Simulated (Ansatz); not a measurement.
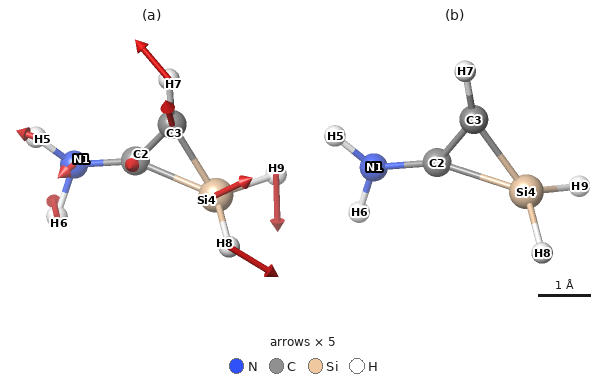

The structure of C₂H₅NSi (coarse preliminary run) before (left) and after (right) a relaxation, at one scale. The red arrows give the displacements, 5 times their true length.

A ball-and-stick model, seen at a tilt.

The start comes from a force field.

These are results of RKS PBE-D4/def2-SVP (Ansatz 0.2.0), not measurements. Set-up: force threshold 0.03 eV/Å; at most 200 steps.

**Summarise the run.**

The largest move after the best rigid fit is that of H9, 0.24 Å. By element the largest moves are H 0.24 Å, Si 0.19 Å, C 0.15 Å, N 0.10 Å. Near-neighbour distances that change, for instance: C2–Si4 1.720 → 1.842 Å, C3–Si4 1.708 → 1.820 Å, C2–C3 1.279 → 1.362 Å, N1–H6 1.084 → 1.018 Å. Among the angles between lasting bonds that change: C3–Si4–H9 111.0° → 123.3°, C3–Si4–H8 114.1° → 123.0°, H8–Si4–H9 117.5° → 109.8°. The energy falls by 98.8 kJ/mol in 6 geometry steps. Largest force component: 5.1 eV/Å at the start, 0.021 eV/Å at the end.
